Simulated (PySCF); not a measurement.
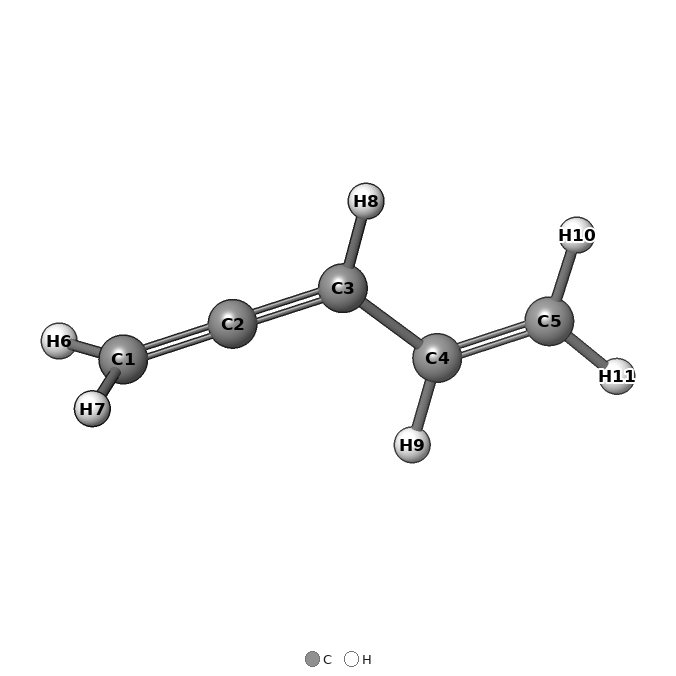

The computed structure is the end point of a PBE0-D3(BJ)/def2-TZVP optimisation. No frequency run is at hand to confirm it as a minimum. Method: GIAO ωB97X-D/pcSseg-2 NMR shielding, non-relativistic, gas phase (PySCF 2.14.0), and the same with a continuum solvent (IEF-PCM, Bondi radii x 1.2, gas-phase geometry).

How do dipole (D), HOMO–LUMO gap (eV), σ(H6) (ppm), σ(H8) (ppm), σ(H10) (ppm) change in chloroform (ε = 4.7)?

| medium | dipole (D) | HOMO–LUMO gap (eV) | σ(H6) (ppm) | σ(H8) (ppm) | σ(H10) (ppm) |
| --- | --- | --- | --- | --- | --- |
| gas phase | 0.25 | 9.46 | 26.54 | 25.49 | 26.15 |
| chloroform | 0.32 | 9.48 | 26.36 | 25.31 | 25.98 |
